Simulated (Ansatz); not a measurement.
**BH7N2OSi: how energies converge with the basis set**

Aim: see how fast density functionals converge with the basis set for BH7N2OSi.

Computed with Ansatz 0.2.0, Gaussian basis. Level: one geometry, several basis sets.

The runs, in order: PBE0-D4/def2-SVP; ωB97M-V/def2-SVP; PBE0-D4/def2-QZVPP; ωB97M-V/def2-QZVPP; the functionals' def2-TZVPP values are taken from earlier runs.

### 1 The relaxed structure

The geometry comes from an earlier relaxation with PBE0-D4 in a triple-zeta def2 set; it is a stationary point, not always the lowest conformer.

12 atoms, charge 0, spin multiplicity 1.

Atoms are counted from 1 here; the program's logs count them from 0.

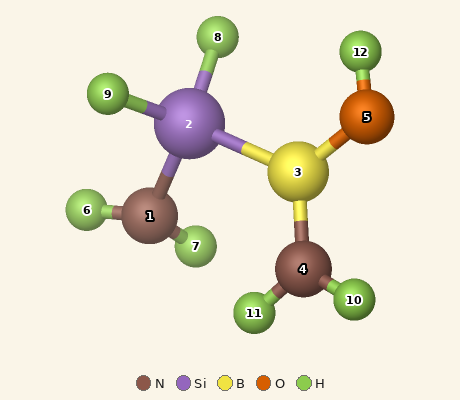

The structure; nitrogen brown, silicon purple, boron yellow, oxygen orange, hydrogen green; atoms are numbered from 1 in the order of the file.

### 2 PBE0-D4 in def2-SVP

File in.yaml:

```yaml
crystal:
  periodic: [false, false, false]
  atoms:
    - {symbol: N, position_ang: [-1.926884, 0.068208, -0.175817]}
    - {symbol: Si, position_ang: [-0.610667, 0.023682, 0.955873]}
    - {symbol: B, position_ang: [1.114564, -0.023670, -0.112566]}
    - {symbol: N, position_ang: [1.037759, -0.481430, -1.432202]}
    - {symbol: O, position_ang: [2.345431, 0.365000, 0.361852]}
    - {symbol: H, position_ang: [-2.858280, -0.128107, 0.157482]}
    - {symbol: H, position_ang: [-1.954691, 0.831335, -0.835315]}
    - {symbol: H, position_ang: [-0.587586, 1.151745, 1.949564]}
    - {symbol: H, position_ang: [-0.814856, -1.206309, 1.775537]}
    - {symbol: H, position_ang: [1.839786, -0.551502, -2.037852]}
    - {symbol: H, position_ang: [0.174478, -0.807638, -1.829474]}
    - {symbol: H, position_ang: [2.317847, 0.703586, 1.256920]}
basis:
  gaussian: {orbitals: def2-SVP}
hamiltonian: {xc: pbe0, dispersion: d4}
output: {orbitals: {seedname: orbitals}}
```

On the command line:

```sh
ansatz run in.yaml --threads 4 --pin off --events-out ev --progress --plain --max-ram 10444MiB
```

The runs that follow: ωB97M-V in def2-SVP; PBE0-D4 in def2-QZVPP; ωB97M-V in def2-QZVPP.

**Question.** What will the summary of the whole plan be? Wanted: PBE0-D4: double and triple zeta above quadruple; ωB97M-V: double and triple zeta above quadruple.

As calculated:

| quantity | value |
| --- | --- |
| PBE0-D4: double and triple zeta above quadruple | 10.37, 0.62 eV |
| ωB97M-V: double and triple zeta above quadruple | 10.58, 0.59 eV |

For PBE0-D4 the step from double to triple zeta gains 9.75 eV and the next only 0.62 eV. Total energies overstate the basis error of differences, where much of it tends to cancel. The LUMO of ωB97M-V is positive and keeps falling with the basis (2.35 to 1.29 eV): an unbound level that the basis holds in place.
